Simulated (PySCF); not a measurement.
## A study: CH₄OSe, SMILES `C[SeH]=O`

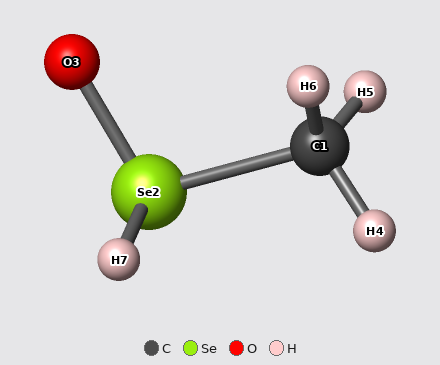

The molecule, with its atoms numbered as below. No frequency check shows the geometry to be a minimum.

Cartesian coordinates (Å):

```
C1       1.6362    0.3977    0.0175
Se2     -0.1953   -0.3220   -0.0584
O3      -1.1158    0.9733    0.0576
H4       2.3504   -0.3997    0.1917
H5       1.8281    0.8790   -0.9408
H6       1.6636    1.1424    0.8106
H7      -0.0916   -0.8475    1.3598
```

## 1. Bonding charge

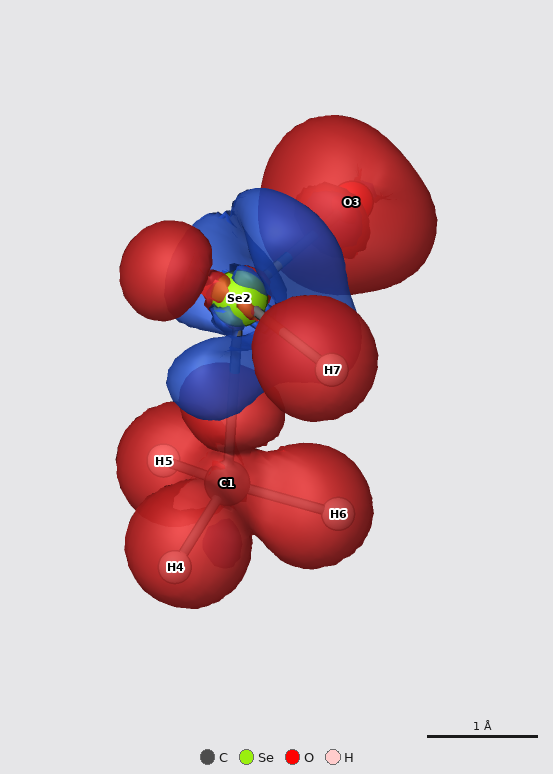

Deformation density (molecule less spherical, spin-averaged free atoms at the same positions), surfaces at ±0.09 e/Å³; red: gain, blue: loss.

Method: ωB97X/def2-TZVP; geometry: GFN2-xTB; program: PySCF.

Describe the bonding that the map shows.

Answer. C1–H6: +0.75 e/Å³ at the bond critical point (bond length 1.09 Å, Mayer order 1.0). C1–H5: +0.74 e/Å³ at the bond critical point (bond length 1.09 Å, Mayer order 1.0). C1–H4: +0.74 e/Å³ at the bond critical point (bond length 1.08 Å, Mayer order 0.9). Se2–H7: +0.35 e/Å³ at the bond critical point (bond length 1.52 Å, Mayer order 0.9). C1–Se2: +0.26 e/Å³ at the bond critical point (bond length 1.97 Å, Mayer order 1.0). Se2–O3: +0.17 e/Å³ at the bond critical point (bond length 1.59 Å, Mayer order 1.6). In all, 1.8 electrons gather in the regions of gain relative to the promolecule.

Where do the Hirshfeld charges lie?

Answer. The highest Hirshfeld charge is on Se2 (+0.40 e), the lowest on O3 (−0.42 e).

## 2. Bond critical points

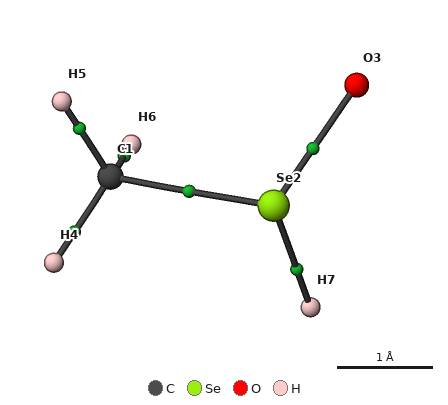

Molecular graph of the electron density (QTAIM): bond paths, bond critical points (green), ring points (magenta, if any); weak paths are dashed.

How many critical points of each kind are there, and does the count close?

Answer. 7 nuclei, 6 bond, 0 ring and 0 cage critical points: 7 − 6 + 0 − 0 = 1, as the Poincaré–Hopf relation requires.

Tabulate density, Laplacian, ellipticity and energy density at the bond critical points (atomic units).

Answer.
| bond | length (Å) | ρ (a.u.) | ∇²ρ (a.u.) | ε | H (a.u.) |
| --- | --- | --- | --- | --- | --- |
| C1–H4 | 1.085 | 0.281 | −0.97 | 0.00 | −0.285 |
| C1–H6 | 1.088 | 0.280 | −0.97 | 0.00 | −0.282 |
| C1–H5 | 1.089 | 0.279 | −0.96 | 0.00 | −0.281 |
| Se2–O3 | 1.593 | 0.255 | +0.65 | 0.01 | −0.208 |
| Se2–H7 | 1.516 | 0.173 | −0.36 | 0.07 | −0.141 |
| C1–Se2 | 1.969 | 0.153 | −0.20 | 0.08 | −0.097 |

What kind of interaction is C1–H6?

Answer. Shared-shell (covalent): ρ = 0.280, ∇²ρ = −0.97, H = −0.282 a.u.

## 3. Electrostatic potential

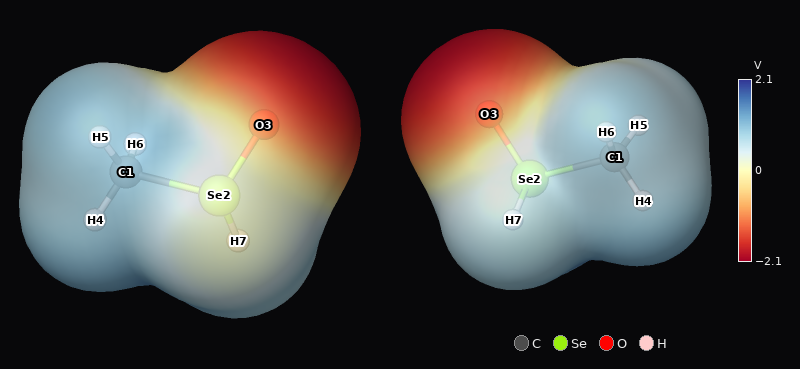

Electrostatic potential on the surface of electron density 0.001 a.u. (back view left, front view right).

Where are the extremes of the potential on the surface?

Answer. Highest: 1.52 V, 1.8 Å from H4. Further maxima include 1.03 V, 1.8 Å from H5; 0.97 V, 1.3 Å from H5. Lowest: −2.00 V, 1.8 Å from O3. Further minima include 0.05 V, 2.3 Å from Se2. The surface is sampled at points, so like sites can differ by a few per cent and only the strongest of them is named.

What volume does the surface enclose, and what is the dipole moment?

Answer. About 86 Å³; the dipole moment is 4.1 D.

## 4. Localised orbitals

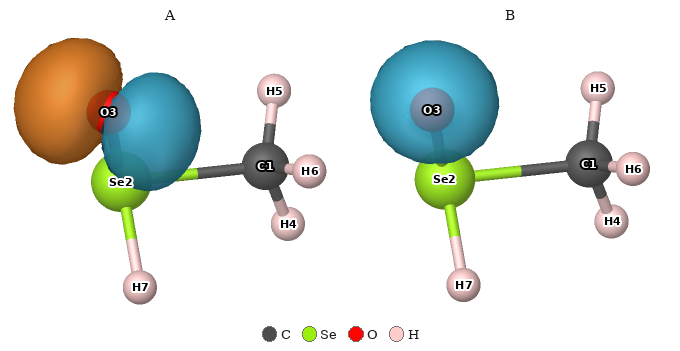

Pipek–Mezey orbitals, occupied; each surface holds about 80 % of the orbital's density. Energies are diagonal elements of the Fock matrix.

Level of theory: ωB97X/def2-SVPD (PySCF), at a geometry from GFN2-xTB.

Identify each orbital.

Answer. By panel:
- A: lone pair on O3 (p-type) (O3 94 %, Se2 4 %; −10.9 eV)
- B: lone pair on O3 (s-type) (O3 100 %; −20.0 eV)

## 5. Stretching a bond

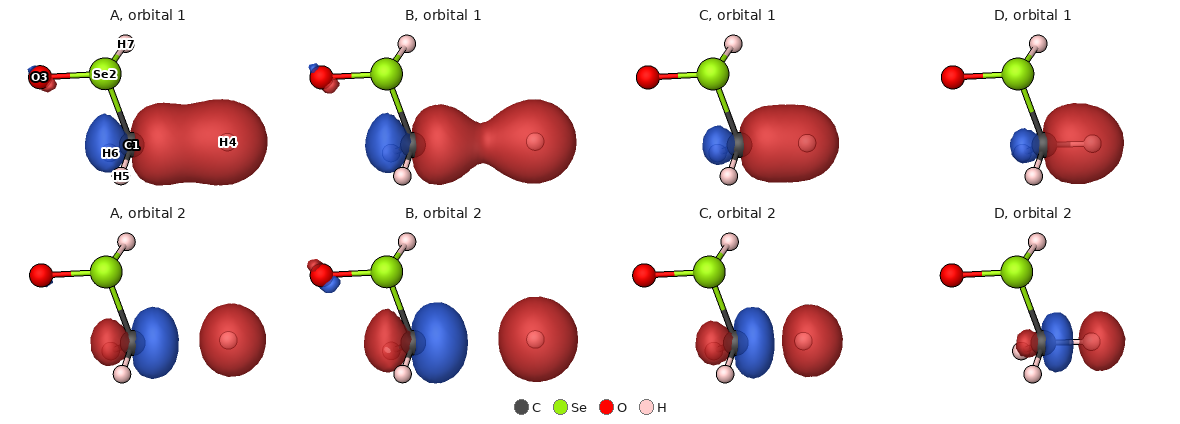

Rigid stretch of the C1–H4 bond. The two CASSCF(2,2) natural orbitals nearest half filling (orbital 1 the more occupied).

Level of theory: 6-311G** basis (PySCF), at a geometry from GFN2-xTB.

The columns are at 1.18, 1.66, 2.35 and 3.00 Å, in some order. Assign them, and give the occupations.

Answer. A: 2.35 Å, occupations 1.62 and 0.38. B: 3.00 Å, occupations 1.29 and 0.71. C: 1.66 Å, occupations 1.91 and 0.09. D: 1.18 Å, occupations 1.98 and 0.02.

Where does the UHF solution part from RHF?

Answer. Between 1.66 Å (⟨S²⟩ = 0, the two coincide) and 1.93 Å (⟨S²⟩ = 0.57); at 3.00 Å ⟨S²⟩ is 0.99 and UHF lies 3.4 eV below RHF.

How much energy does the stretch cost?

Answer. By CASSCF, 4.4 eV from the lowest point of the scan (1.07 Å) to 3.00 Å; RHF gives 7.4 eV from its own lowest point. The fragments aren't relaxed and dynamic correlation is missing, so this isn't a bond dissociation energy.
